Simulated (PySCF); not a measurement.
# Two runs on C4H6Cl3N

System: C4H6Cl3N.
Method of the first run: TDDFT PBE0/IGLO-II, vertical, IEF-PCM water (non-equilibrium linear response), core orbitals frozen in the response (PySCF 2.14.0).

The geometry comes from this level: GFN2-xTB. Text and figures count atoms from 1; the logs count them from 0 in places.

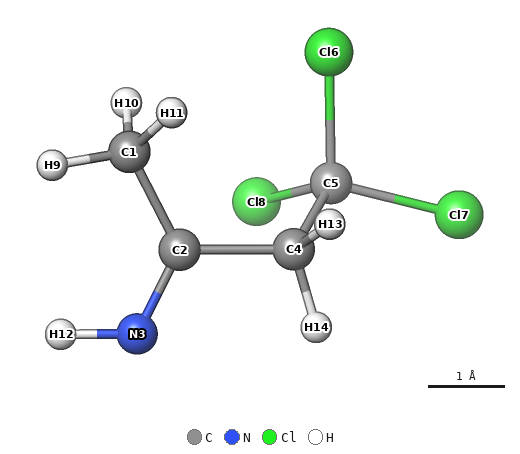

Figure 1. The structure (ball-and-stick view, seen at a tilt; atoms are numbered from 1 in the order of the input).

**Input, the first run**
```
{"job": {"kind": "uv", "xc": "PBE0", "basis": "IGLO-II", "solvent": "water", "nstates": 12, "ntriplets": 5, "tda": false, "scf": {"aux": "def2-universal-jkfit"}, "grid": 1}, "charge": 0, "multiplicity": 1}
C     -1.586162     0.331951    -0.272760
C     -0.557427    -0.715551     0.024008
N     -0.633448    -1.940350    -0.244582
C      0.703810    -0.278335     0.741912
C      1.553868     0.706070    -0.043113
Cl     0.882356     2.353036    -0.008692
Cl     3.188445     0.790162     0.669194
Cl     1.710464     0.195030    -1.739070
H     -2.533891    -0.129885    -0.543506
H     -1.252186     0.945478    -1.108036
H     -1.732983     0.984737     0.584095
H     -1.487970    -2.234722    -0.711957
H      0.449361     0.171864     1.704149
H      1.295085    -1.179959     0.916235
```

The first line tells a small driver script what to run in PySCF; the rest is the geometry in Å.

Command:
```bash
OMP_NUM_THREADS=1 python <driver script> task.json out
```

Hardware: 1 CPU thread, shared host.

**Output (the first run)**
```
final grid: 59624 points
cycle   1  E = -1590.5189763232  dE =  9.830e-01  |g| = 7.193e-01  |ddm| = 3.207e+00
cycle   2  E = -1590.3070960185  dE =  2.119e-01  |g| = 1.226e+00  |ddm| = 1.511e+00
cycle   3  E = -1590.6291562949  dE = -3.221e-01  |g| = 1.184e-01  |ddm| = 9.691e-01
cycle   4  E = -1590.6313728947  dE = -2.217e-03  |g| = 6.540e-02  |ddm| = 1.257e-01
cycle   5  E = -1590.6323902644  dE = -1.017e-03  |g| = 1.049e-02  |ddm| = 5.389e-02
cycle   6  E = -1590.6324070410  dE = -1.678e-05  |g| = 6.344e-03  |ddm| = 1.240e-02
cycle   7  E = -1590.6324152928  dE = -8.252e-06  |g| = 7.831e-04  |ddm| = 4.779e-03
cycle   8  E = -1590.6324154118  dE = -1.191e-07  |g| = 1.616e-04  |ddm| = 8.341e-04
cycle   9  E = -1590.6324154168  dE = -5.012e-09  |g| = 5.966e-05  |ddm| = 2.517e-04
cycle  10  E = -1590.6324154176  dE = -8.017e-10  |g| = 1.193e-05  |ddm| = 5.230e-05
converged SCF energy = -1590.6324154176

Static polarisability (au): isotropic 111.681, principal 92.706 116.005 126.332

Singlet excitations
state   eV       nm        f      main configurations
  1   5.3378    232.3   0.00300   H->L 0.60, H->L+1 0.32
  2   6.2178    199.4   0.00089   H->L+1 0.56, H->L 0.36
  3   6.3301    195.9   0.00040   H-1->L 0.84
  4   6.7086    184.8   0.00857   H-3->L 0.78
  5   6.7398    184.0   0.00750   H-2->L 0.42, H-4->L 0.35
  6   6.9797    177.6   0.02294   H-5->L 0.36, H-4->L 0.31, H-2->L 0.11
  7   7.0774    175.2   0.00789   H->L+3 0.50, H->L+2 0.29
  8   7.1277    173.9   0.00407   H->L+2 0.65, H->L+3 0.28
  9   7.2348    171.4   0.00521   H-1->L+1 0.58, H-1->L+3 0.13, H-5->L 0.10
 10   7.3568    168.5   0.03037   H-5->L 0.31, H-4->L 0.17, H-2->L 0.16
 11   7.4810    165.7   0.00452   H-1->L+2 0.29, H-6->L 0.19, H-4->L+1 0.12
 12   7.5378    164.5   0.00887   H-3->L+1 0.39, H-2->L+1 0.25

Triplet excitations (Tamm-Dancoff, eV): 4.5838 5.1646 5.7334 5.9265 6.0140
```

The input of the second run differs as follows (lines with − go, lines with + come):
```diff
-"basis": "IGLO-II"
-"solvent": "water"
-"nstates": 12
-"ntriplets": 5
+"basis": "MINI"
+"nstates": 6
+"ntriplets": 2
-"scf": {"aux": "def2-universal-jkfit"}
+"scf": {"damp": 0.3}
```

What does this change do to the results?

The total energies belong to different models, so their difference says nothing on which is more stable or more accurate. The HOMO goes from −7.66 to −8.65 eV. The LUMO goes from −0.77 to −1.67 eV. The dipole moment goes from 3.19 to 2.54 D. The lowest excitation goes from 5.34 to 4.89 eV. The SCF takes 14 iterations against 10. The basis functions go from 251 to 58.

**Output (the second run)**
```
damping 0.30 in the first 6 cycles
final grid: 59624 points
cycle   1  E = -1582.1026056262  dE =  6.231e-01  |g| = 6.857e-01  |ddm| = 5.811e+00
cycle   2  E = -1582.1495249651  dE = -4.692e-02  |g| = 6.244e-01  |ddm| = 2.033e+00
cycle   3  E = -1582.1786268404  dE = -2.910e-02  |g| = 5.335e-01  |ddm| = 1.719e+00
cycle   4  E = -1582.1951632213  dE = -1.654e-02  |g| = 4.971e-01  |ddm| = 1.493e+00
cycle   5  E = -1582.2092497310  dE = -1.409e-02  |g| = 4.418e-01  |ddm| = 1.335e+00
cycle   6  E = -1582.0806856639  dE =  1.286e-01  |g| = 7.917e-01  |ddm| = 1.752e+00
cycle   7  E = -1581.8359754955  dE =  2.447e-01  |g| = 1.133e+00  |ddm| = 2.745e+00
cycle   8  E = -1582.2697338219  dE = -4.338e-01  |g| = 2.961e-02  |ddm| = 1.710e+00
cycle   9  E = -1582.2699955649  dE = -2.617e-04  |g| = 4.808e-03  |ddm| = 4.672e-02
cycle  10  E = -1582.2700024702  dE = -6.905e-06  |g| = 1.948e-03  |ddm| = 1.110e-02
cycle  11  E = -1582.2700036747  dE = -1.204e-06  |g| = 3.899e-04  |ddm| = 3.574e-03
cycle  12  E = -1582.2700037249  dE = -5.020e-08  |g| = 6.812e-05  |ddm| = 7.679e-04
cycle  13  E = -1582.2700037264  dE = -1.517e-09  |g| = 1.752e-05  |ddm| = 1.456e-04
cycle  14  E = -1582.2700037265  dE = -1.114e-10  |g| = 1.763e-06  |ddm| = 3.760e-05
converged SCF energy = -1582.2700037265

Static polarisability (au): isotropic 48.297, principal 34.965 50.437 59.490

Singlet excitations
state   eV       nm        f      main configurations
  1   4.8883    253.6   0.00524   H->L 0.94
  2   6.4119    193.4   0.00126   H-1->L 0.75, H-1->L+1 0.22
  3   6.7327    184.2   0.00270   H-2->L 0.49, H->L+1 0.34, H-2->L+1 0.08
  4   6.7950    182.5   0.00267   H-3->L 0.85
  5   6.8793    180.2   0.00137   H->L+1 0.57, H-2->L 0.33
  6   6.9671    178.0   0.00170   H-1->L+1 0.73, H-1->L 0.21

Triplet excitations (Tamm-Dancoff, eV): 3.6147 5.2313
```

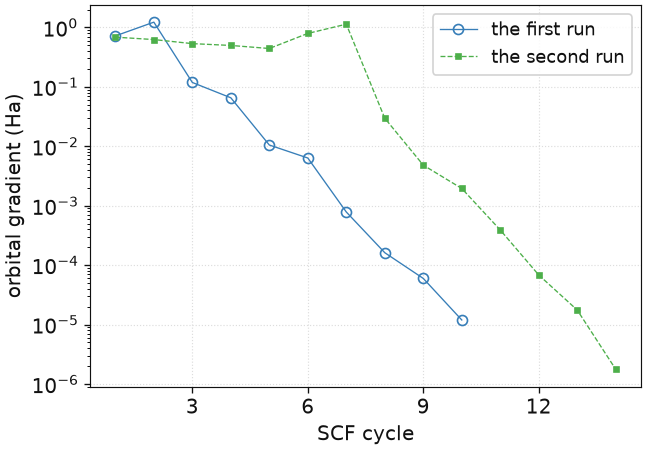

Figure 2. Convergence of the two runs: orbital gradient against the SCF cycle. The first run takes 10 cycles in all, and the second run takes 14.

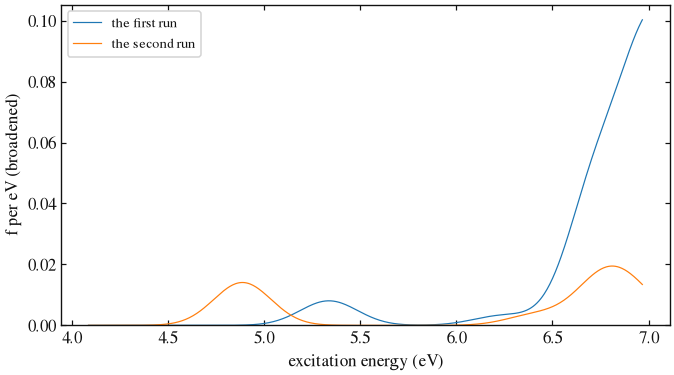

Figure 3. Absorption of the two runs from their computed states, each broadened by a Gaussian of 0.35 eV full width; the range ends where the shorter list of states ends.

**The two runs side by side**

```csv
quantity,the first run,the second run
outcome,converged,converged
total energy (hartree),−1590.632415,−1582.270004
HOMO (eV),−7.66,−8.65
LUMO (eV),−0.77,−1.67
dipole moment (D),3.19,2.54
lowest excitation (eV),5.34,4.89
SCF iterations,10,14
strongest computed line (eV),7.36,–
basis functions,251,58
wall time (shared host),80 s,7.8 s
```
